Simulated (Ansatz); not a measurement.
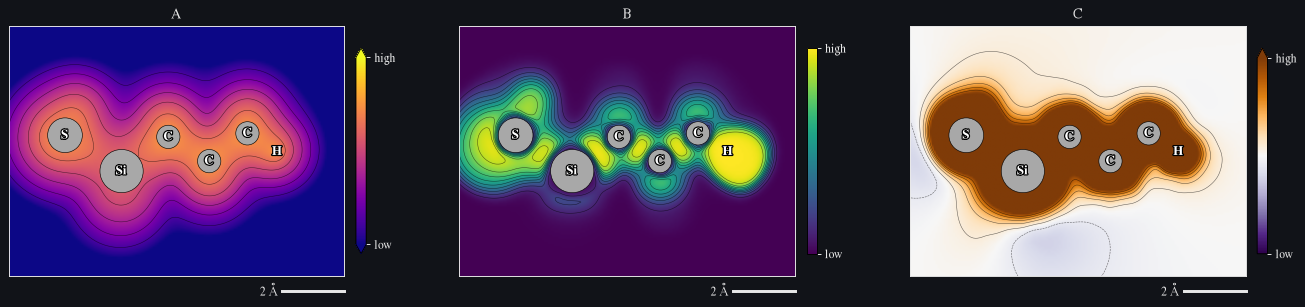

C₃H₁₀O₂SSi (SMILES CCC[Si](O)(O)S): 3 fields on the plane of atoms C1, C2 and C3, with unlabelled colour scales. Grey discs cover the atomic cores.

Geometry: PBE-D3(BJ)/def2-SVP.

Computed with isolated molecule in a Gaussian basis; Kohn-Sham density functional theory, functional PBE0 (Ansatz 0.2.0).

```yaml
atoms:
  - { symbol: C, position_ang: [0.3985, 0.9729, 2.7699] }
  - { symbol: C, position_ang: [0.9985, 0.5652, 1.4235] }
  - { symbol: C, position_ang: [0.1952, -0.5337, 0.7064] }
  - { symbol: O, position_ang: [2.5472, -1.5759, -0.8164] }
  - { symbol: O, position_ang: [0.9679, 0.3273, -1.8677] }
  - { symbol: S, position_ang: [-0.1300, -2.7153, -1.8135] }
  - { symbol: Si, position_ang: [0.9538, -1.0533, -0.9260] }
  - { symbol: H, position_ang: [0.9990, 1.7650, 3.2619] }
  - { symbol: H, position_ang: [-0.6343, 1.3616, 2.6485] }
  - { symbol: H, position_ang: [0.3458, 0.1099, 3.4666] }
  - { symbol: H, position_ang: [2.0436, 0.2132, 1.5657] }
  - { symbol: H, position_ang: [1.0717, 1.4506, 0.7565] }
  - { symbol: H, position_ang: [-0.8465, -0.1921, 0.5127] }
  - { symbol: H, position_ang: [0.1024, -1.4380, 1.3480] }
  - { symbol: H, position_ang: [2.6605, -2.4857, -0.4911] }
  - { symbol: H, position_ang: [1.3685, 0.2094, -2.7472] }
  - { symbol: H, position_ang: [-1.3475, -2.2158, -1.4611] }
```

Question: Match the panels to the quantities (electron density, electron localisation function and electrostatic potential).

Answer: Panel A: electron density. Panel B: electron localisation function. Panel C: electrostatic potential (strongly positive close to the atoms, with negative regions outside electron-rich atoms). From the grid: C–C (1.53 Å): the density is about 1.6 e/Å³ at the midpoint; the ELF peaks at about 0.95 between the atoms: a shared electron pair. C–Si (1.87 Å): ρ at the midpoint is about 1 e/Å³; the ELF peaks at about 1 between the atoms; localised, covalent bonding.
